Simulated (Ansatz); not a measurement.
# RPA@PBE/aug-cc-pVDZ run of C2H2F2 (vinylidene fluoride)

Aim: the vertical ionisation energy of C2H2F2 (vinylidene fluoride) at RPA@PBE/aug-cc-pVDZ, from 2 runs. 

The results are computed with Ansatz 0.2.0.

## Step 1: The system as given

C2H2F2 has 6 atoms, charge 0, and is taken as a singlet. As SMILES, `C=C(F)F`. Geometry: relaxed at PBE0-D4/def2-TZVP.

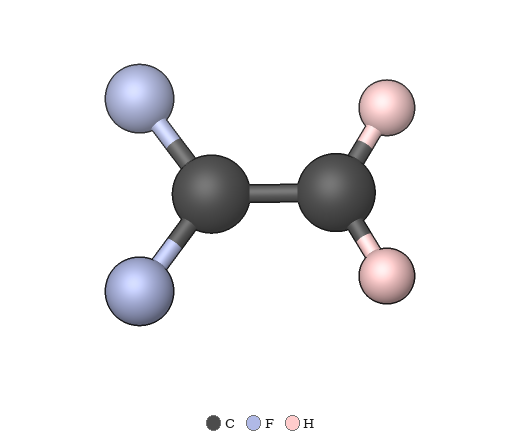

The structure, seen from a chosen angle (carbon dark grey, fluorine light blue, hydrogen pink).

## Step 2: The energy at RPA@PBE/aug-cc-pVDZ

Input file input.yaml:

```yaml
basis:
  gaussian: {orbitals: aug-cc-pVDZ}
crystal:
  periodic: [false, false, false]
  atoms:
    - {symbol: C, position_ang: [-0.115900, 0.471000, -0.544400]}
    - {symbol: C, position_ang: [0.105000, -0.394600, 0.420100]}
    - {symbol: F, position_ang: [-0.454900, -0.363600, 1.607600]}
    - {symbol: F, position_ang: [0.919200, -1.422100, 0.343000]}
    - {symbol: H, position_ang: [0.394200, 0.360600, -1.488400]}
    - {symbol: H, position_ang: [-0.805600, 1.284800, -0.384200]}
hamiltonian: {xc: {name: PBE}}
correlation: {method: rpa, frozen_orbitals: {C: 1, F: 1, H: 0}}
accuracy: high
```

Command:

```console
$ ansatz run input.yaml --threads 1 --pin off --max-ram 3480MiB --events-out events.jsonl --progress --plain --runs-dir runs
```

Standard output:

```text
Warning: RAYON_NUM_THREADS=1 ignored (pool sized by the plan → 1); use --threads N
Functional definition: PBE
  name "PBE"
  parameter kappa = 0.804
  parameter beta = 0.06672455060314922
  exchange = pbe_x(kappa = kappa, mu = beta*pi^2/3)
  correlation = pbe_c(beta = beta)
2192 factors; integrals over basis functions are off by at most 3.1e-9 eV
mean field evaluation 1: about -7524.0073 eV, gradient 6.0e1 eV
mean field evaluation 2: about -7524.0047 eV, gradient 6.0e1 eV
mean field evaluation 4: about -7530.9469 eV, gradient 2.6e1 eV
mean field evaluation 8: about -7532.5751 eV, gradient 6.1e-1 eV
mean field evaluation 16: about -7532.5760 eV, gradient 1.1e-5 eV
mean field -7532.57596372 eV, -276.8170609034 hartree, gradient 3.6e-8 eV, S^2 0.000000; 0 other end points of the search recorded, 0 dependent functions left out
4 core orbitals not correlated: weight in the atoms' cores, before any rotation towards them, 1.000 or more for the frozen orbitals, at most 0.000 for the correlated occupied ones
reference -7503.15261225 eV, -275.7357726805 hartree; 12, 12 occupied and 94, 94 virtual orbitals, 2192 factors
Total energy: -7530.85719902 eV, -276.7538974658 hartree
```

Wall time 13 s (1 thread of Arm Neoverse V1, shared host); peak memory 0.4 GiB.

## Step 3: The doublet cation, same level

Input file job.yaml:

```yaml
basis:
  gaussian: {orbitals: aug-cc-pVDZ}
crystal:
  periodic: [false, false, false]
  atoms:
    - {symbol: C, position_ang: [-0.115900, 0.471000, -0.544400]}
    - {symbol: C, position_ang: [0.105000, -0.394600, 0.420100]}
    - {symbol: F, position_ang: [-0.454900, -0.363600, 1.607600]}
    - {symbol: F, position_ang: [0.919200, -1.422100, 0.343000]}
    - {symbol: H, position_ang: [0.394200, 0.360600, -1.488400]}
    - {symbol: H, position_ang: [-0.805600, 1.284800, -0.384200]}
total_charge: 1
magnetization: {spin_polarized: true, initial_magnetization: 1}
hamiltonian: {xc: pbe}
correlation: {method: rpa, frozen_orbitals: {C: 1, F: 1, H: 0}}
accuracy: high
```

Command:

```console
$ ansatz run job.yaml --threads 1 --pin off --max-ram 3480MiB --events-out events.jsonl --progress --plain --runs-dir runs
```

Standard output (excerpt; [...] marks lines left out):

```text
Warning: RAYON_NUM_THREADS=1 ignored (pool sized by the plan → 1); use --threads N
[... 6 set-up lines as earlier in the session ...]
2192 factors; integrals over basis functions are off by at most 3.1e-9 eV
mean field evaluation 1: about -7514.8769 eV, gradient 4.6e1 eV
mean field evaluation 2: about -7514.8726 eV, gradient 4.6e1 eV
mean field evaluation 4: about -7521.0579 eV, gradient 1.8e1 eV
mean field evaluation 8: about -7522.2634 eV, gradient 2.4e-1 eV
mean field evaluation 16: about -7522.2636 eV, gradient 8.7e-6 eV
mean field -7522.26363191 eV, -276.4380896994 hartree, gradient 5.2e-8 eV, S^2 0.751731; 0 other end points of the search recorded, 0 dependent functions left out
4 core orbitals not correlated: weight in the atoms' cores, before any rotation towards them, 1.000 or more for the frozen orbitals, at most 0.000 for the correlated occupied ones
reference -7493.44632471 eV, -275.3790731927 hartree; 12, 11 occupied and 94, 95 virtual orbitals, 2192 factors
Total energy: -7520.30006861 eV, -276.3659300789 hartree
```

Run time: 17 s. Hardware: 1 thread of Arm Neoverse V1, shared host; peak memory 0.44 GiB.

## Step 4: What came out

Level: RPA@PBE/aug-cc-pVDZ, 4 core orbitals frozen.

```
                                          quantity          value
                      singlet C2H2F2: total energy  -276.75390 Eh
  singlet C2H2F2: RPA correlation energy (valence)    -1018.1 mEh
                      doublet cation: total energy  -276.36593 Eh
  doublet cation: RPA correlation energy (valence)     -986.9 mEh
                              doublet cation: ⟨S²⟩          0.752
vertical ionisation energy (to the doublet cation)      10.557 eV
```

What this shows: Removing an electron at fixed nuclei costs 10.56 eV (1019 kJ/mol).
